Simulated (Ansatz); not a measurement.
System: CH$_{5}$AlBN.

The calculation's input:

```
crystal:
  periodic: [false, false, false]
  atoms:
    - { symbol: B, position_ang: [-1.0998, 1.2248, -1.3796] }
    - { symbol: Al, position_ang: [0.4178, 0.1364, -0.6724] }
    - { symbol: C, position_ang: [0.2482, -0.7182, 1.0773] }
    - { symbol: "N", position_ang: [-0.9403, -0.56659, 1.72754] }
    - { symbol: H, position_ang: [-2.1253, 1.3912, -0.7612] }
    - { symbol: H, position_ang: [-1.0671, 1.8029, -2.4513] }
    - { symbol: H, position_ang: [1.7741, -0.0353, -1.54] }
    - { symbol: H, position_ang: [0.98711, -1.33353, 1.45537] }
    - { symbol: H, position_ang: [-0.99379, -1.05749, 2.68243] }
basis:
  gaussian: { orbitals: def2-SVP }
hamiltonian:
  xc: pbe
  dispersion: d4
relax:
  f_tol: 0.015
  max_steps: 40
output:
  orbitals: {}
```

Command:

```sh
ansatz run input.yaml --threads 1 --pin off --max-ram 2048MiB --backend cpu --events-out ev --progress --plain --runs-dir out
```

The fields are those of the relaxed geometry.

Theory: RKS PBE-D4/def2-SVP (Ansatz).

> What can the converged electron density and electron localisation function tell about the bonding?

C–N (1.30 Å): ρ is about 2.6 e/Å³ halfway; the ELF peaks at about 0.90 between the atoms; localised, covalent bonding.
B–N (1.59 Å): ρ at the midpoint is about 1.3 e/Å³; the ELF peaks at about 0.95 between the atoms (a polar covalent bond).
C–Al (2.08 Å): ρ at the midpoint is about 0.54 e/Å³; the ELF peaks at about 0.95 between the atoms (a shared but strongly polarised pair).
Al–B (2.15 Å): ρ at the midpoint is about 0.51 e/Å³; the ELF peaks at about 0.95 between the atoms, as expected for localised, covalent bonding.

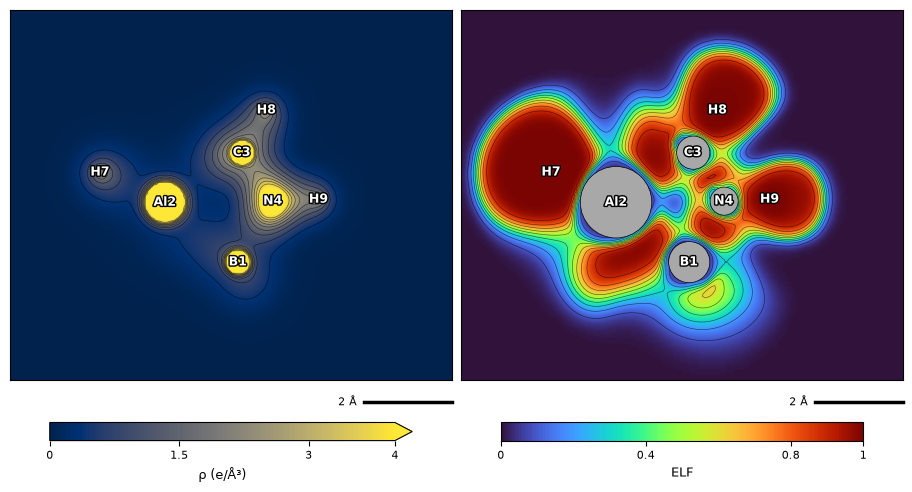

Computed electron density and electron localisation function on the plane of atoms N4, C3 and H8, in this order. Grey discs cover the atomic cores in the ELF map. 
